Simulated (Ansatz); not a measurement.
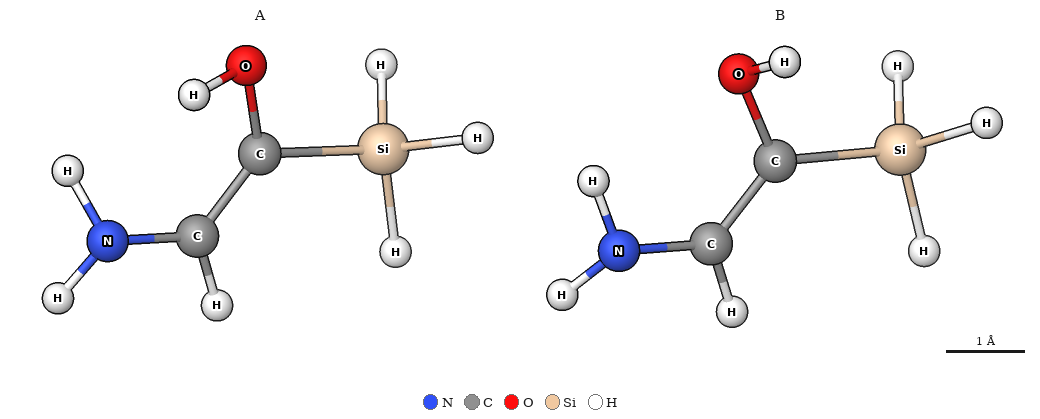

Two geometries of C2H7NOSi, drawn at one scale. One is the start of a relaxation, the other its converged end. The picture is a ball-and-stick view, seen at a tilt.

All numbers below come from RKS CAM-B3LYP-D4/6-31G* (Ansatz 0.2.0). (no spin polarisation; force threshold 0.02 eV/Å; at most 50 steps)

Q: Which one is relaxed?

A: Structure B is the relaxed one. The run prepares an end point of a later path (hydrogen shift) calculation, from a guessed geometry. An H atom moves most after the best rigid fit: 1.00 Å. Largest moves by element: H 1.00 Å, O 0.38 Å, N 0.17 Å, C 0.17 Å, Si 0.09 Å. Near-neighbour distances that change, for instance: H–O 1.051 → 0.968 Å, C–N 1.318 → 1.379 Å, C–Si 1.894 → 1.850 Å, C–O 1.379 → 1.408 Å. Bond angles that change, for instance: C–O–H 99.6° → 108.4°, C–C–O 124.8° → 116.3°, O–C–Si 112.7° → 118.5°. Groups turn about C–O by about 95°. After 23 accepted moves (31 points after the start) the energy has fallen by 52.0 kJ/mol. The largest force component goes from 4 to 0.01 eV/Å. The line search rejected the trial steps at points 3, 5, 11, 13, 18, 22, 27, 30 of the run.
